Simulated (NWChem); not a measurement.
# UB3LYP/def2-SVP run of BCl2 (SMILES Cl[B]Cl)

Aim: the vertical ionisation energy of BCl2 at UB3LYP/def2-SVP, from 2 runs. 

The results are computed with NWChem 7.3.0.

4 further runs of the same task are left out: 4 set aside as unsound or not needed.

### Step 1. The structure to begin with

BCl2 has 3 atoms, charge 0, and is taken as a doublet. SMILES: `Cl[B]Cl`. Geometry: relaxed at PBE0-D4/def2-TZVP.

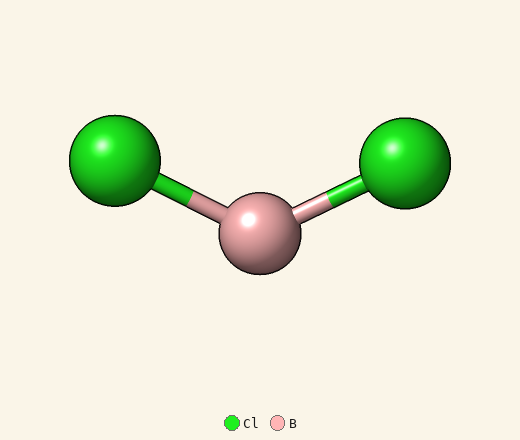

Viewed from a chosen angle; chlorine green, boron pink.

### Step 2. The response to a field at UB3LYP/def2-SVP

bcl2.nw reads:

```
start bcl2
title "BCl2"
memory total 2200 mb
charge 0

geometry units angstroms noautosym nocenter noautoz
 Cl    0.371500   -1.525600    0.030000
 B    -0.463900   -0.050300   -0.256900
 Cl    0.081500    1.511100    0.213700
end

basis spherical bse
 * library def2-SVP
end

dft
 xc b3lyp
 mult 2
 grid lebedev 75 11
 convergence energy 1e-08
 maxiter 100
 mulliken
 print low
end

property
 response 1 0
end

task dft property
```

Run with:

```bash
$ nwchem bcl2.nw > bcl2.out
```

Output:

```text
[...]
 d= 0,ls=0.0,diis     1   -944.9103918801 -1.05D+03  1.39D-02  1.12D-01     0.9
[...]
 d= 0,ls=0.0,diis    10   -944.9730241504 -3.66D-09  4.70D-07  5.59D-10     5.3
[...]
         Total DFT energy =     -944.973024150389
      One electron energy =    -1506.691872794228
           Coulomb energy =      519.940117894864
    Exchange-Corr. energy =      -60.580355126927
 Nuclear repulsion energy =      102.359085875901
[...]
      Total Density - Mulliken Population Analysis
     ---------------------------------------------
    Atom       Charge   Shell Charges
 -----------   ------   -------------------------------------------------------
    1 Cl  17    16.99   2.00  1.98  1.28  0.63  5.93  2.18  2.96  0.03
    2 B    5     5.02   1.99  0.90  0.24  1.39  0.40  0.11
    3 Cl  17    16.99   2.00  1.98  1.28  0.63  5.93  2.18  2.96  0.03
[...]
      <S2> =      0.7522 (Exact =     0.7500)
[...]
 Anisotropic =      20.8001874
[...]
```

It took 17 s on 1 thread of Intel Xeon Platinum 8259CL at 2.50GHz (Skylake/Cascade Lake), shared host; peak memory 0.11 GiB.

### Step 3. The singlet cation: the energy at B3LYP/def2-SVP

sp.xyz reads:

```xyz
3

Cl     0.371500    -1.525600     0.030000
B     -0.463900    -0.050300    -0.256900
Cl     0.081500     1.511100     0.213700
```

sp.nw reads:

```
start sp
memory 2200 mb
charge 1
geometry units angstrom noautosym nocenter noautoz
  load format xyz sp.xyz
end
basis spherical bse
  * library def2-SVP
end
dft
  xc b3lyp
  mult 1
  grid lebedev 75 11
  convergence energy 1e-08
  maxiter 100
  mulliken
  print low
end
task dft energy
```

Run with:

```bash
$ nwchem sp.nw > sp.out
```

Output:

```text
[...]
 d= 0,ls=0.0,diis     1   -944.4282873598 -1.05D+03  5.39D-02  2.05D+00     0.5
[...]
 d= 0,ls=0.0,diis    11   -944.6533745658 -1.36D-11  2.87D-07  2.33D-10     3.1
         Total DFT energy =     -944.653374565770
      One electron energy =    -1495.883255656820
           Coulomb energy =      509.062287833763
    Exchange-Corr. energy =      -60.191492618614
 Nuclear repulsion energy =      102.359085875901
[...]
      Total Density - Mulliken Population Analysis
     ---------------------------------------------
    Atom       Charge   Shell Charges
 -----------   ------   -------------------------------------------------------
    1 Cl  17    16.69   2.00  1.98  1.34  0.59  5.93  2.15  2.68  0.03
    2 B    5     4.62   1.99  0.90  0.03  1.32  0.29  0.11
    3 Cl  17    16.69   2.00  1.98  1.34  0.59  5.93  2.15  2.68  0.03
[...]
```

It took 3.9 s on 1 thread of Intel Xeon Platinum 8259CL at 2.50GHz (Skylake/Cascade Lake), shared host; peak memory 0.11 GiB.

### Step 4. What came out

Level: UB3LYP/def2-SVP.

```
                                          quantity          value
                        doublet BCl2: total energy  -944.97302 Eh
                                doublet BCl2: ⟨S²⟩          0.752
          doublet BCl2: mean static polarisability     30.2 bohr³
                      singlet cation: total energy  -944.65337 Eh
vertical ionisation energy (to the singlet cation)       8.698 eV
```

In words: The vertical ionisation energy comes to 8.70 eV (201 kcal/mol). Only the singlet of the ionised species was computed; a triplet could lie lower.
